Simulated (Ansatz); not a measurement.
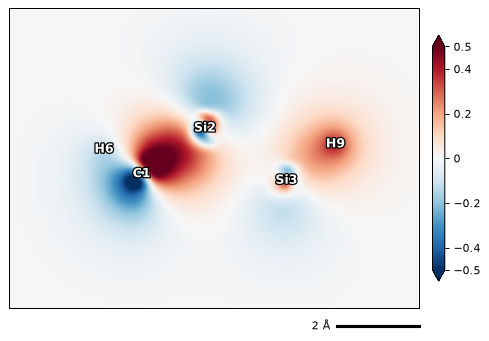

Figure 1: CH₈Si₂ (SMILES C[SiH2][SiH3]). The HOMO−1 on the plane of atoms Si2, C1 and H6 (values in Å⁻³ᐟ²; the overall sign is arbitrary).

Geometry: B3LYP-D3(BJ)/6-311G**.

Method: isolated molecule in a Gaussian basis; Kohn-Sham density functional theory, functional PBE0 (Ansatz).

```json
{"atom": "C", "x (Å)": "-0.6388", "y (Å)": "-2.2387", "z (Å)": "0.0056"}
{"atom": "Si", "x (Å)": "-1.3295", "y (Å)": "-1.0769", "z (Å)": "-1.3143"}
{"atom": "Si", "x (Å)": "-2.3834", "y (Å)": "0.7835", "z (Å)": "-0.3383"}
{"atom": "H", "x (Å)": "-1.4361", "y (Å)": "-2.6079", "z (Å)": "0.6552"}
{"atom": "H", "x (Å)": "0.0961", "y (Å)": "-1.7254", "z (Å)": "0.6305"}
{"atom": "H", "x (Å)": "-0.1493", "y (Å)": "-3.1013", "z (Å)": "-0.4534"}
{"atom": "H", "x (Å)": "-0.2316", "y (Å)": "-0.6019", "z (Å)": "-2.2014"}
{"atom": "H", "x (Å)": "-2.3140", "y (Å)": "-1.8000", "z (Å)": "-2.1661"}
{"atom": "H", "x (Å)": "-2.9333", "y (Å)": "1.6963", "z (Å)": "-1.3758"}
{"atom": "H", "x (Å)": "-1.4166", "y (Å)": "1.5490", "z (Å)": "0.4950"}
{"atom": "H", "x (Å)": "-3.5016", "y (Å)": "0.3441", "z (Å)": "0.5401"}
```

Question: What is the character of this orbital?

Answer: By Hirshfeld shares it lies mainly on C1 (about 30 %), Si2 (about 25 %), Si3 (about 10 %), H9 (about 5 %), H7 (about 5 %) and H8 (about 5 %). Its energy is −9.16 eV.
